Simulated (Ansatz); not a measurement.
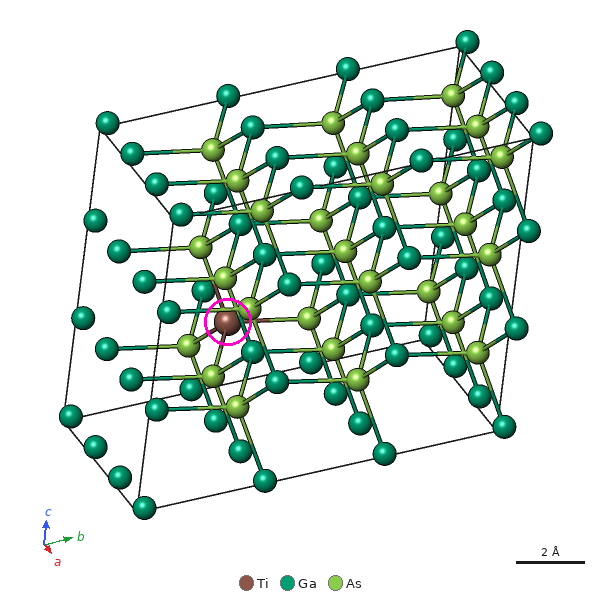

Ball-and-stick drawing of the structure, looking slightly off an axis. The edges of the supercell are marked. The host is GaAs, in a cell of 54 sites, and the cell carries a charge of +1. A ring marks the defect's site.

Q: Identify the point defect.

A: Titanium on a gallium site (a substitutional impurity). It is bonded to four As in a tetrahedral arrangement at about 2.4 Å.

The calculation used DFT LDA, scalar-relativistic, plane waves, PAW in Ansatz, with a basis cut at 420 eV, a 2×2×2 k-point grid, Gaussian smearing of 0.02 eV, collinear spins.

Q: Does the defect carry a magnetic moment?

A: No net moment.

The atoms were relaxed in the host's cell with DFT LDA, scalar-relativistic, plane waves, PAW (Ansatz).
